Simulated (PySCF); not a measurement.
C6H7F2 (doublet)

| atom | x (Å) | y (Å) | z (Å) |
| --- | --- | --- | --- |
| C | -1.3487 | -1.2714 | -0.3081 |
| C | -0.6751 | -0.1034 | 0.2793 |
| C | 0.5699 | 0.1703 | -0.5664 |
| C | 1.7750 | -0.0735 | -0.1583 |
| C | 2.9688 | -0.3165 | 0.2798 |
| C | -1.5522 | 1.1537 | 0.2607 |
| F | -2.6343 | 0.9979 | 1.0617 |
| F | -2.0325 | 1.4068 | -0.9795 |
| H | -1.9295 | -1.1548 | -1.2026 |
| H | -1.1182 | -2.2567 | 0.0419 |
| H | -0.3788 | -0.2891 | 1.3154 |
| H | 0.3694 | 0.5321 | -1.5640 |
| H | 3.4348 | -1.2797 | 0.1470 |
| H | 3.5588 | 0.4394 | 0.7729 |
| H | -1.0119 | 2.0531 | 0.5983 |

Geometry: GFN2-xTB.

Method: UKS B3LYP, pcH-1 on C F H, non-relativistic, mean-field spin-orbit, GIAO (PySCF 2.14.0, density-fitted response routines).

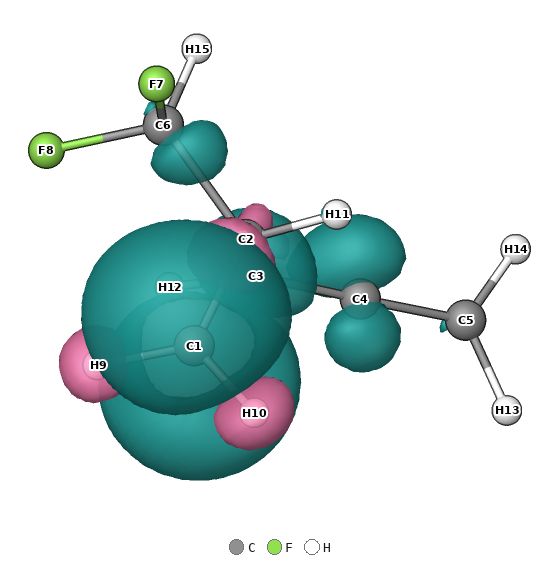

Figure 1. Isosurfaces of the spin density at +0.015 (teal) and −0.015 e/Å³ (pink), seen at an oblique angle.

Q: Where is the unpaired spin?

A: The unpaired spin (1 electron) lies mostly on C1 (about 0.7), in electrons by Hirshfeld's partition.

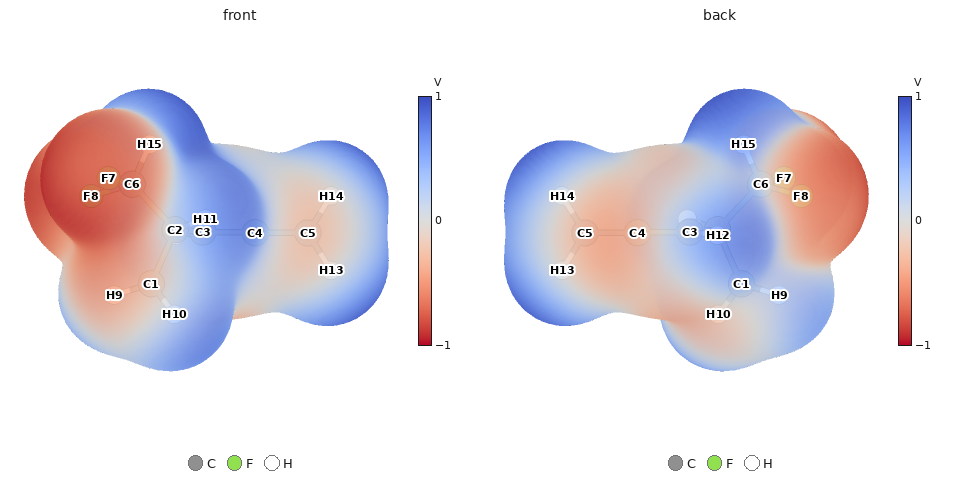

Figure 2. The molecular electrostatic potential painted on the density surface at 0.001 e/bohr³, seen from the front and from behind; the colour scale runs from red (negative) to blue (positive).

Q: Which sites attract a positive test charge, and which a negative one?

A: A positive charge is drawn to the negative regions and a negative charge to the positive ones. The most negative region (about −0.9 V) lies over F7, the most positive (about +0.9 V) over C6, H14 and H15.
